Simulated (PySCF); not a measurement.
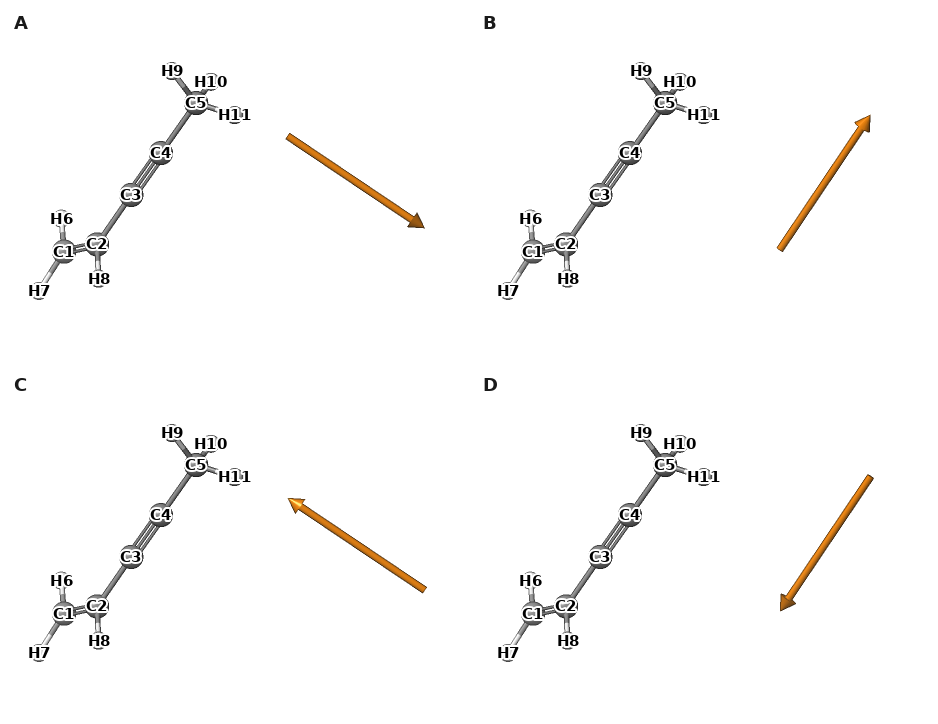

The same molecule four times, each with an arrow. The computed structure is the end point of a PBE0-D3(BJ)/def2-SVP optimisation. No frequency run is at hand to confirm it as a minimum. Level of theory: PBE0/pcSseg-1, gas phase (PySCF 2.14.0).

> Which arrow points along the dipole moment, from the negative to the positive end?

B. The dipole moment is 0.68 D; it points from the side of H7 to the side of H9, H10, H11 (the outermost atoms at the two ends).
